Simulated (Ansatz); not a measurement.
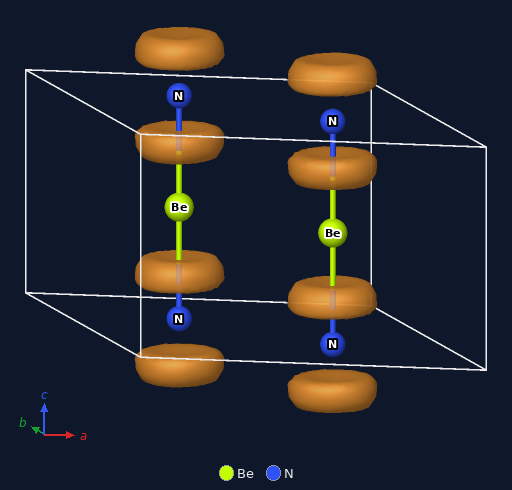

BeN. Isosurface of the ELF at 0.85 (orange), seen slightly off an axis. Only the valence region is drawn (cores and ρ < 0.01 e/Å³ removed). Sticks mark near contacts.

Space group P6/mmm; a structure generated by program, which may or may not match a known phase.

All numbers below come from DFT PBE, scalar-relativistic, plane waves, PAW in Ansatz 0.2.0.

Input file:

```
crystal:
  lattice:
    - [4.6885587699, 0.0, 0.0]
    - [-2.344279385, 4.0604110019, 0.0]
    - [0.0, 0.0, 3.0260367]
  atoms:
    - { symbol: Be, position: [0.3333333333, 0.6666666667, 0.5] }
    - { symbol: Be, position: [0.6666666667, 0.3333333333, 0.5] }
    - { symbol: "N", position: [0.3333333333, 0.6666666667, 0.0] }
    - { symbol: "N", position: [0.6666666667, 0.3333333333, 0.0] }
basis:
  ecutwfc: 420
kpoints:
  mp_grid: { grid: [12, 12, 16] }
hamiltonian:
  xc: pbe
scf:
  occupations: { method: gaussian, width: 0.1 }
output:
  forces: true
  stress: true
  eigenvalues: true
  write_density: true
  write_potential: true
  elf: true
  volumetric_format: npy
relax:
  adjacent_minimum: "off"
  f_tol: 0.01
  max_steps: 80
  cell: { stress_tol: 0.05 }
```

Command:

```sh
ansatz run input.yaml --threads 1 --pin off --max-ram 2048MiB --backend cpu --events-out ev --progress --plain --runs-dir out
```

Below, planes, directions and counts refer to the conventional cell (a = 4.69 Å, b = 4.69 Å, c = 3.03 Å, α = 90.00°, β = 90.00°, γ = 120.00°).

The fields are those of the relaxed geometry.

Where are the electrons localised?

The surface consists of four regions between bonded Be–N atoms, counted in one cell of 4 atoms. Regions shared between cells count once. Along the contacts the grid gives the following. Be–N (1.51 Å): the ELF peaks at about 0.90 between the atoms.
